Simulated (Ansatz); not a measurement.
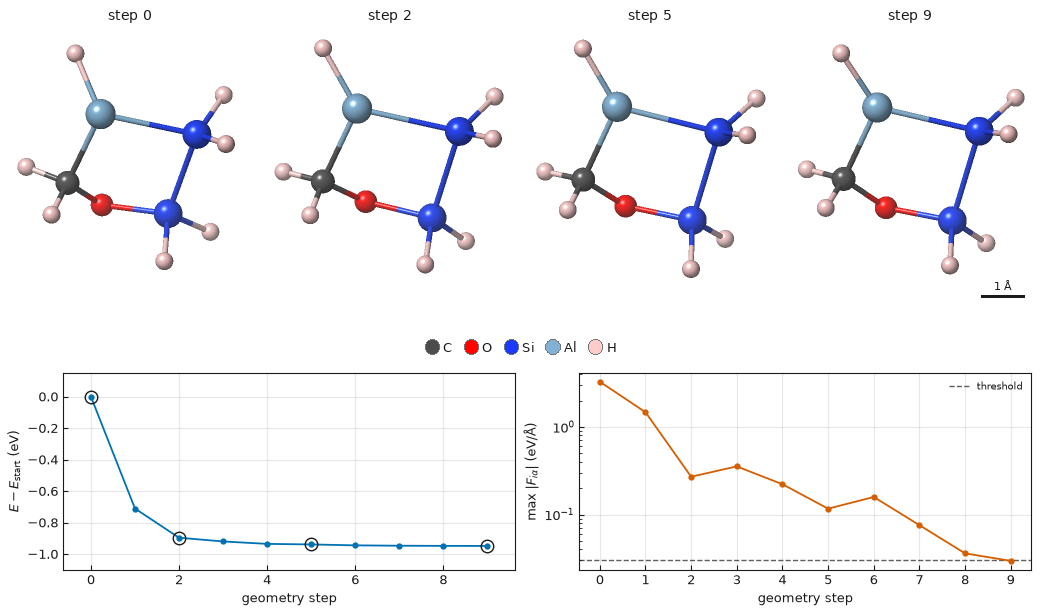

Frames of a relaxation of CH7AlOSi2 (coarse preliminary run), marked on the history of the run. The picture is a ball-and-stick view, seen at a tilt.

The start comes from a force field.

Level of theory: Ansatz 0.2.0, RKS PBE-D4/def2-SVP.

Input file:
```yaml
crystal:
  periodic: [false, false, false]
  atoms:
    - {symbol: C, position_ang: [-0.759400, 1.272600, 0.637800]}
    - {symbol: O, position_ang: [-0.972200, 0.105300, 1.330000]}
    - {symbol: Si, position_ang: [0.386500, -0.892500, 1.035600]}
    - {symbol: Si, position_ang: [0.831800, -1.039000, -1.144500]}
    - {symbol: Al, position_ang: [-0.274100, 0.985100, -1.288700]}
    - {symbol: H, position_ang: [-0.064600, 1.986200, 1.132300]}
    - {symbol: H, position_ang: [-1.754300, 1.851600, 0.614600]}
    - {symbol: H, position_ang: [0.235800, -2.214400, 1.611100]}
    - {symbol: H, position_ang: [1.601700, -0.261700, 1.720600]}
    - {symbol: H, position_ang: [2.191500, -1.037700, -1.452500]}
    - {symbol: H, position_ang: [-0.039400, -2.121900, -1.745800]}
    - {symbol: H, position_ang: [-1.306300, 1.311100, -2.416400]}
basis:
  gaussian: {orbitals: def2-SVP}
hamiltonian: {xc: pbe, dispersion: d4}
relax: {f_tol: 0.03, max_steps: 200}
```

Launched with:
```bash
ansatz run in.yaml --threads 4 --pin off --events-out ev --progress --plain --max-ram 10444MiB
```

What happens along the run?

The largest move after the best rigid fit is that of H12, 0.67 Å. Largest moves by element: H 0.67 Å, Al 0.26 Å, Si 0.20 Å, O 0.16 Å, C 0.16 Å. Some distances before and after: Si4–Al5 2.311 → 2.455 Å, Si3–Si4 2.230 → 2.367 Å, Si4–H10 1.394 → 1.507 Å, C1–O2 1.374 → 1.438 Å. Among the angles between lasting bonds that change: C1–O2–Si3 106.6° → 120.8°, Si4–Al5–H12 122.9° → 134.3°, H10–Si4–H11 118.3° → 109.6°. The energy falls by 0.948 eV in 9 geometry steps. Largest force component: 3.3 eV/Å at the start, 0.03 eV/Å at the end. Cost: 26 s on 4 threads of Intel Xeon Platinum 8175M @ 2.50GHz, with other jobs on the host. From step 0 to 2: H12 moves most (0.37 Å), energy −0.896 eV. From step 2 to 5: H9 moves most (0.17 Å), energy −0.043 eV. From step 5 to 9: H12 moves most (0.26 Å), energy −0.010 eV.
